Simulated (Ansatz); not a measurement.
## Electronic structure of ClFH$_{10}$O$_{3}$Si$_{4}$···H$_{2}$O in real space

```yaml
atoms:
  - { symbol: Si, position_ang: [0.3083, -0.2823, 0.5390] }
  - { symbol: O, position_ang: [-1.3807, -0.4063, -0.0484] }
  - { symbol: Si, position_ang: [-2.3090, 1.0450, -0.1475] }
  - { symbol: O, position_ang: [1.7000, -0.0480, -0.3002] }
  - { symbol: Si, position_ang: [2.9050, -1.0319, -0.8401] }
  - { symbol: O, position_ang: [-0.1148, 1.3808, 0.4789] }
  - { symbol: Si, position_ang: [0.8499, 2.7149, 0.3487] }
  - { symbol: Cl, position_ang: [0.4609, -0.4207, 2.5954] }
  - { symbol: H, position_ang: [-1.2223, -3.1158, -0.0515] }
  - { symbol: F, position_ang: [0.3422, -1.9433, 0.3069] }
  - { symbol: H, position_ang: [-1.7999, -1.3205, -0.1673] }
  - { symbol: O, position_ang: [-2.1162, -2.8314, -0.2926] }
  - { symbol: H, position_ang: [-1.9177, 1.9334, -1.2583] }
  - { symbol: H, position_ang: [-3.5960, 0.4064, -0.5589] }
  - { symbol: H, position_ang: [-2.5593, 1.6926, 1.1521] }
  - { symbol: H, position_ang: [3.4340, -1.8823, 0.2551] }
  - { symbol: H, position_ang: [3.9831, -0.1476, -1.3466] }
  - { symbol: H, position_ang: [2.4200, -1.8937, -1.9483] }
  - { symbol: H, position_ang: [1.3440, 2.8850, -1.0400] }
  - { symbol: H, position_ang: [1.9925, 2.6258, 1.2885] }
  - { symbol: H, position_ang: [-0.0043, 3.8780, 0.7012] }
  - { symbol: H, position_ang: [-2.7197, -3.2382, 0.3344] }
```

The product side of a reaction path; geometry: PBE0-D4/def2-TZVP.

Method: RKS PBE0-D4/def2-TZVPP (Ansatz 0.2.0).

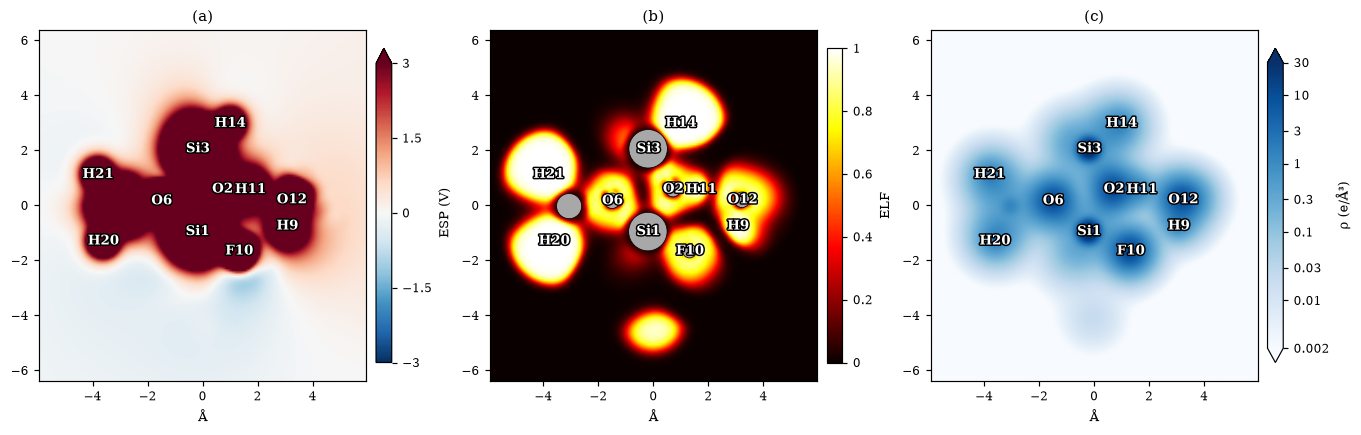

Figure 1. (a) electrostatic potential; (b) electron localisation function; (c) total electron density on the plane of atoms O2, Si1 and O6. Grey discs cover the atomic cores in the ELF map.

What does the map show?

Answer.
- The plane passes through Si, O, H and F nuclei.
- O12···H11 (1.55 Å): the density falls to about 0.46 e/Å³ on the way; the ELF dips to about 0.30 between them (a closed-shell contact with the geometry of a hydrogen bond).
- Si–F (1.68 Å): ρ is about 0.99 e/Å³ halfway; the ELF peaks at about 0.85 in the valence shell of F, 0.6 Å from its nucleus, and is about 0.60 at the midpoint.
- O–H (0.97 Å): ρ is about 3.8 e/Å³ halfway; the ELF climbs to about 1 towards the hydrogen, as it does in any bond to H; a covalent bond by its length.
- Si–O (1.72 Å): ρ at the midpoint is about 1 e/Å³; the ELF peaks at about 0.85 between the atoms (a polar covalent bond).
- Si–O (1.79 Å): the density is about 0.85 e/Å³ at the midpoint; the ELF peaks at about 0.90 between the atoms, as expected for a shared but strongly polarised pair.
- The ELF also peaks beside F10, away from the bonds: lone-pair regions.
- Outside the dense part of the complex the potential is most negative (−1.0 V) near F10.

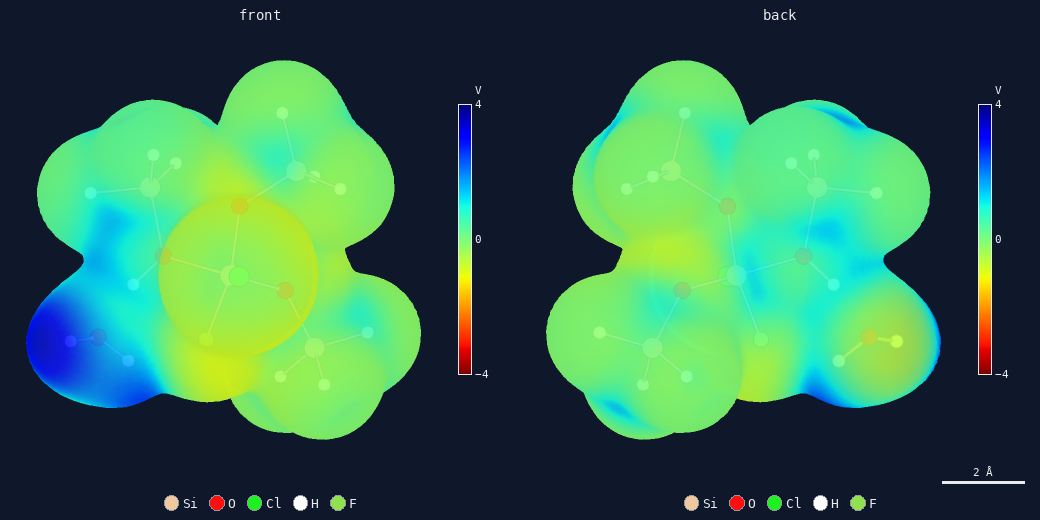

Figure 2. The molecular electrostatic potential painted on the density surface at 0.002 e/bohr³, seen from the front and from behind; the colour scale runs from red (negative) to blue (positive).

Which sites attract a positive test charge, and which a negative one?

Answer. A positive charge is drawn to the negative regions and a negative charge to the positive ones. The most negative region (about −0.9 V) lies over Cl8 and F10, the most positive (about +3.2 V) over H22.

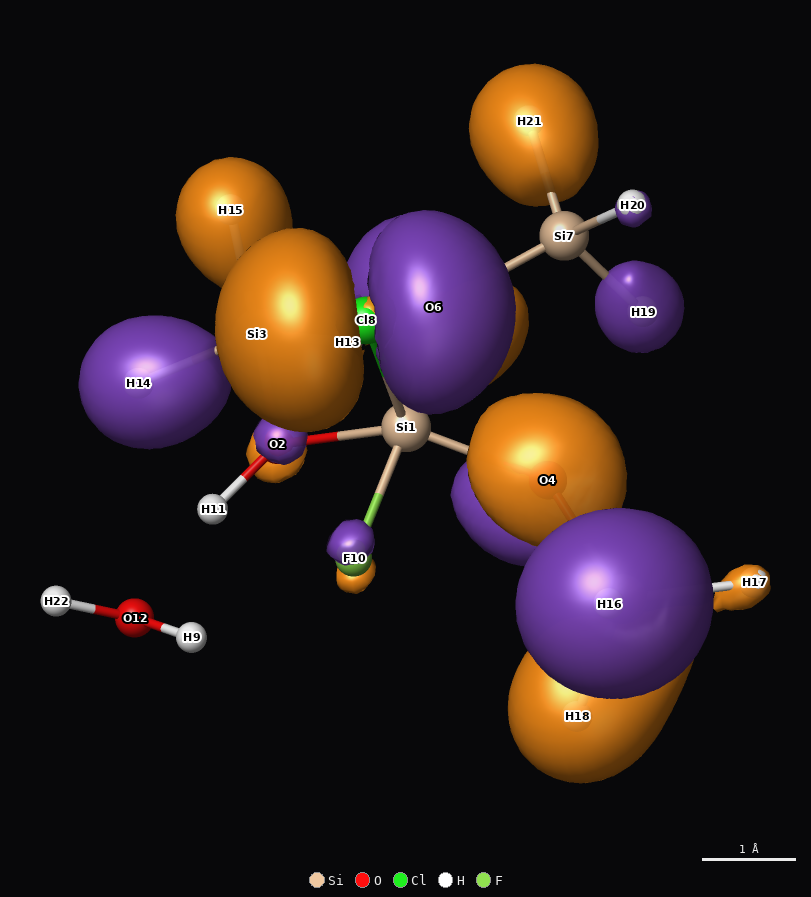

Figure 3. The HOMO−1 at ±0.08 Å⁻³ᐟ² (orange and purple are the two phases), seen at a tilt.

What is the character of this orbital?

Answer. It lies mainly on Cl8 (about 30 %), O4 (about 15 %), Si5 (about 10 %), H16 (about 10 %) and O6 (about 10 %). Its energy is −8.73 eV.
